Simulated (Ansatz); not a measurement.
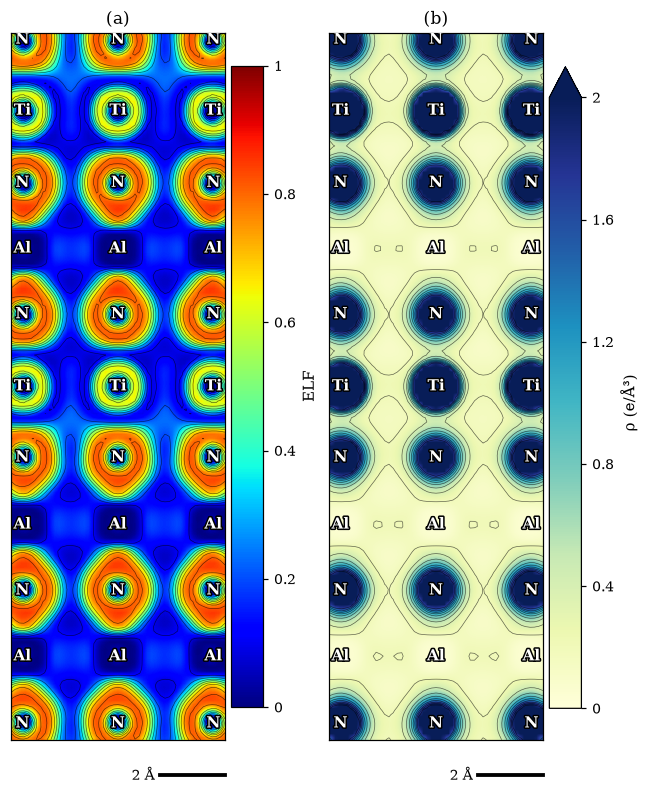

Figure 1: Ti₂Al₃N₅. (a) electron localisation function; (b) valence electron density on the (010) plane of the conventional cell.

Space group I4/mmm; a structure generated by program, which may or may not match a known phase; computed without spin polarisation.

These are results of Ansatz 0.2.0, DFT PBE, scalar-relativistic, plane waves, PAW, not measurements.

The density is the valence pseudo-density of a PAW calculation; it isn't the true density close to the nuclei.

Q: Read the bonding off the picture.

A: The section cuts through Ti, Al and N sites. Al–N (2.02 Å): the density is about 0.53 e/Å³ at the midpoint; the ELF peaks at about 0.85 in the valence shell of N, 0.8 Å from its nucleus, and is about 0.80 at the midpoint. Ti–Ti (2.92 Å): ρ at the midpoint is about 0.22 e/Å³; the ELF is about 0.15 at the midpoint; no localised pair shows between them. Al–N (2.05 Å): ρ is about 0.47 e/Å³ halfway; the ELF peaks at about 0.85 in the valence shell of N, 0.7 Å from its nucleus, and is about 0.75 at the midpoint. Ti–N (2.18 Å): the density is about 0.45 e/Å³ at the midpoint; the ELF peaks at about 0.80 in the valence shell of N, 0.7 Å from its nucleus, and is about 0.15 at the midpoint: no shared electron pair shows on this line. Between the atoms the lowest density in this plane is 0.11 e/Å³. The features right at Ti lie inside the PAW spheres, where the map follows smoothed inner orbitals and isn't to be read closely.
